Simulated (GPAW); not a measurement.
Consider MgNi3C (Pm-3m).

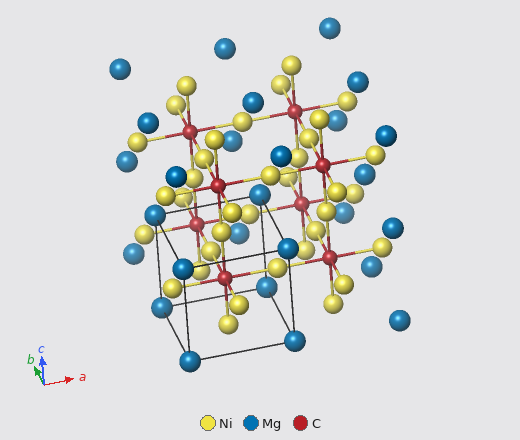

The structure (nickel yellow, magnesium blue, carbon red). 2×2×2 cells are drawn. Some periodic images of atoms are drawn too.

```cif
data_structure
_symmetry_space_group_name_H-M 'P 1'
_symmetry_Int_Tables_number 1
_cell_length_a 3.8089
_cell_length_b 3.8089
_cell_length_c 3.8089
_cell_angle_alpha 90.000
_cell_angle_beta 90.000
_cell_angle_gamma 90.000
_cell_volume 55.26
loop_
_atom_site_label
_atom_site_type_symbol
_atom_site_fract_x
_atom_site_fract_y
_atom_site_fract_z
_atom_site_occupancy
Ni1 Ni 0.50000 0.50000 0.00000 1
Ni2 Ni 0.50000 0.00000 0.50000 1
Ni3 Ni 0.00000 0.50000 0.50000 1
Mg4 Mg 0.00000 0.00000 0.00000 1
C5 C 0.50000 0.50000 0.50000 1
```

Absorber: atom 1, with 2 C at 1.90 Å (linear, site symmetry 4/mmm). Method: GPAW, LDA, excited-electron core hole (neutral cell), 10-atom cell with 5.4 Å between holes, 5×5×5 k points, dipole transitions, Gaussian full width 1.44 eV up to 4 eV, rising linearly to 3.5 eV at 25 eV.

Q: What does the Ni K edge look like?

Main maxima up to 30 eV above the zero (height): 0.7 eV (0.39), 7.5 eV (1.28), 16.7 eV (1.60), 20.8 eV (1.67) and 25.3 eV (1.41). A K edge sees empty p states, which here mix into the lowest empty bands, so that weight starts at the zero. The total-energy difference is 8311.85 eV. The tabulated edge of the element is 8333 eV. The functional leaves an error in such absolute values: in the free atom LDA prices this hole 17.6 eV below PBE (computed apart), and PBE is itself good to a few eV.

The Ni K spectrum (energy from the lowest empty level; intensity scaled to a mean of 1 over the first 20 eV):

| E (eV) | intensity |
| --- | --- |
| -2.0 | 0.00 |
| -0.5 | 0.12 |
| 1.0 | 0.36 |
| 2.5 | 0.47 |
| 4.0 | 0.67 |
| 5.5 | 0.80 |
| 7.0 | 1.20 |
| 8.5 | 1.02 |
| 10.0 | 0.79 |
| 11.5 | 0.88 |
| 13.0 | 0.94 |
| 14.5 | 1.27 |
| 16.0 | 1.56 |
| 17.5 | 1.57 |
| 19.0 | 1.52 |
| 20.5 | 1.67 |
| 22.0 | 1.55 |
| 23.5 | 1.37 |
| 25.0 | 1.40 |
| 26.5 | 1.32 |
| 28.0 | 1.03 |
| 29.5 | 0.86 |
| 31.0 | 0.88 |

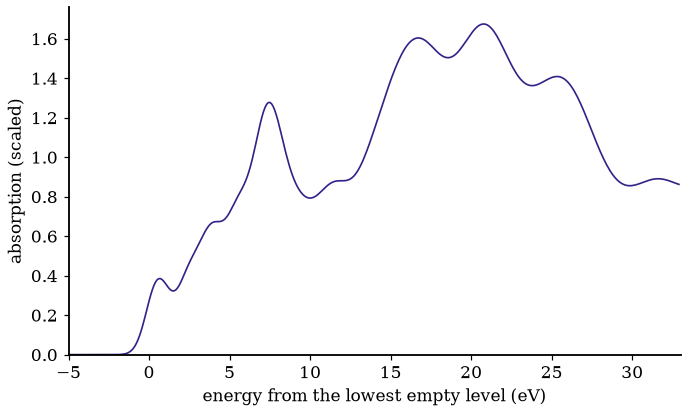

The Ni K edge.

The hole lies in one spin channel, while the script sums the empty states of both and takes the lower zero; where the two channels are split, this blurs and shifts the curve. Quadrupole 1s→3d transitions, which feed the pre-edge, are not in the dipole spectrum. The starting moments shrank to 0.00 μB or less, so this is hardly a magnetic state. The holes are only 5.4 Å apart, so the shape is probably not converged with cell size; no larger cell was run here. The mesh is coarse (0.33 Å⁻¹ between points), so small maxima may be mesh ripples. Lifetime broadening is put in by hand, and intensities beyond about 20 eV depend on it and on the partial waves. The structure is a published determination, not relaxed.

[Banner, clock and machine lines of the logs are left out without a mark of their own.]

[Logs are printed without paths, hosts, clocks, repeated set-up lines and the standing remarks that a program may print on its own settings, such as how far it seeks lower states.]

[Hosts, paths, dates, database ids (printed as entryN), source tags and the programs' standing remarks are cut or masked in the printed files.]

[Lists of maxima count a maximum above −3 eV only where it reaches 4 % of the highest in the window and stands out from its surroundings by 2 % of it (1.5 % where it reaches 55 %); shoulders and weaker maxima are passed over, and of the rest the first, up to two pre-edge ones and the few strongest are named.]
